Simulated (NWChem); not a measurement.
# SVWN5/aug-cc-pVDZ run of NaLi (SMILES [Li][Na])

Aim: the vertical ionisation energy of NaLi at SVWN5/aug-cc-pVDZ, from 2 runs. 

Program for the calculation: NWChem 7.3.0.

3 further runs of the same task are left out: 1 that didn't finish, 2 set aside as unsound or not needed.

## Step 1: Starting point

NaLi: 2 atoms, total charge 0, spin state singlet. As SMILES, `[Li][Na]`. The bond length is the measured one.

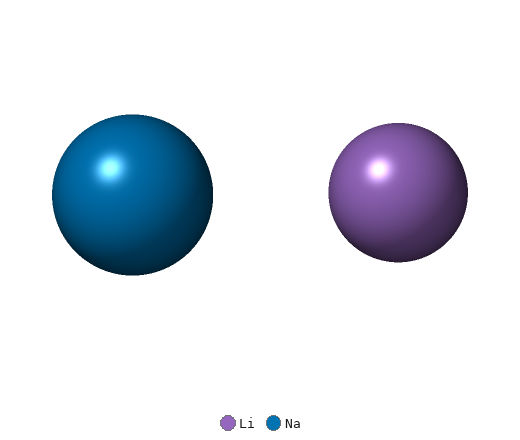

The structure, seen from a chosen angle (lithium purple, sodium blue).

## Step 2: The energy at SVWN5/aug-cc-pVDZ

Input file lina.nw:

```
start lina
title "LiNa energy"
memory total 2200 mb

geometry units angstrom noautosym nocenter noautoz
Li    0.000000    0.000000    0.000000
Na    0.000000    0.000000    2.810000
end

basis spherical bse
Li library aug-cc-pVDZ
Na library aug-cc-pVDZ
end

dft
xc slater vwn_5
mult 1
grid xfine
convergence energy 1e-08
iterations 100
mulliken
noprint "final vectors analysis"
end

task dft
```

On the command line:

```console
$ nwchem lina.nw > lina.out
```

The log of the run, cut to the lines that bear on the results:

```text
[...]
          Wavefunction type:  closed shell.
          No. of atoms     :     2
          No. of electrons :    14
[...]
          Charge           :     0
          Spin multiplicity:     1
[...]
          AO basis - number of functions:    50
[...]
              XC Information
              --------------
                        Slater Exchange Functional  1.000 local
                      VWN V Correlation Functional  1.000 local
[...]
 d= 0,ls=0.0,diis     1   -168.7998750545 -1.75D+02  1.38D-02  3.07D-02     1.8
[...]
 d= 0,ls=0.0,diis     8   -168.8050629309 -1.63D-11  9.74D-07  1.74D-10     7.4
         Total DFT energy =     -168.805062930900
      One electron energy =     -250.163492049280
           Coulomb energy =       90.424963075884
    Exchange-Corr. energy =      -15.281071045401
 Nuclear repulsion energy =        6.214537087897
[...]
      Total Density - Mulliken Population Analysis
     ---------------------------------------------
    Atom       Charge   Shell Charges
 -----------   ------   -------------------------------------------------------
    1 Li   3     3.33   2.01  0.51  0.64  0.02  0.08  0.05  0.00  0.01  0.01
    2 Na  11    10.67   2.00  2.01  0.61  0.06  0.00  6.02 -0.01 -0.02  0.00  0.00 -0.00
[...]
```

Run time: 8.1 s. Hardware: 1 thread of Intel Xeon Platinum 8259CL at 2.50GHz (Skylake/Cascade Lake), shared host; peak memory 0.11 GiB.

## Step 3: The doublet cation

Input file m1.nw:

```
start m1
title "LiNa energy"
memory stack 880 mb heap 220 mb global 1100 mb
charge 1

geometry units au noautosym nocenter noautoz
   Li   0.00000000   0.00000000   0.00000000
   Na   0.00000000   0.00000000   5.31013041
end

basis spherical bse
   Li library aug-cc-pVDZ
   Na library aug-cc-pVDZ
end

dft
   xc slater vwn_5
   mult 2
   grid xfine
   convergence energy 1e-08
   maxiter 100
   mulliken
   noprint "final vectors analysis"
end

task dft energy
```

On the command line:

```console
$ nwchem m1.nw > m1.out
```

The log of the run, cut to the lines that bear on the results:

```text
[...]
          Wavefunction type:  spin polarized.
          No. of atoms     :     2
          No. of electrons :    13
[...]
          Charge           :     1
          Spin multiplicity:     2
[...]
          AO basis - number of functions:    50
[...]
              XC Information
              --------------
                        Slater Exchange Functional  1.000 local
                      VWN V Correlation Functional  1.000 local
[...]
 d= 0,ls=0.0,diis     1   -168.5789133563 -1.75D+02  1.72D-02  3.80D-02     1.7
[...]
 d= 0,ls=0.0,diis     6   -168.6095232875 -3.43D-10  9.37D-08  5.14D-13     6.5
[...]
         Total DFT energy =     -168.609523287526
      One electron energy =     -247.137251544269
           Coulomb energy =       87.466024158056
    Exchange-Corr. energy =      -15.152832542044
 Nuclear repulsion energy =        6.214536640730
[...]
      Total Density - Mulliken Population Analysis
     ---------------------------------------------
    Atom       Charge   Shell Charges
 -----------   ------   -------------------------------------------------------
    1 Li   3     2.71   2.01  0.31  0.19 -0.01  0.17  0.03  0.00  0.01  0.01
    2 Na  11    10.29   2.00  2.01  0.33 -0.11  0.01  6.01  0.04 -0.02  0.00  0.01 -0.00
[...]
      <S2> =      0.7500 (Exact =     0.7500)
[...]
```

Wall time 7.2 s (1 thread of Intel Xeon Platinum 8259CL at 2.50GHz (Skylake/Cascade Lake), shared host); peak memory 0.11 GiB.

## Step 4: Outcome

At SVWN5/aug-cc-pVDZ:

| quantity | value |
| --- | --- |
| singlet NaLi: total energy | -168.80506 Eh |
| singlet NaLi: dipole moment | 0.23 D |
| doublet cation: total energy | -168.60952 Eh |
| doublet cation: ⟨S²⟩ | 0.750 |
| vertical ionisation energy (to the doublet cation) | 5.321 eV |

In words: Removing an electron at fixed nuclei costs 5.32 eV (513 kJ/mol).
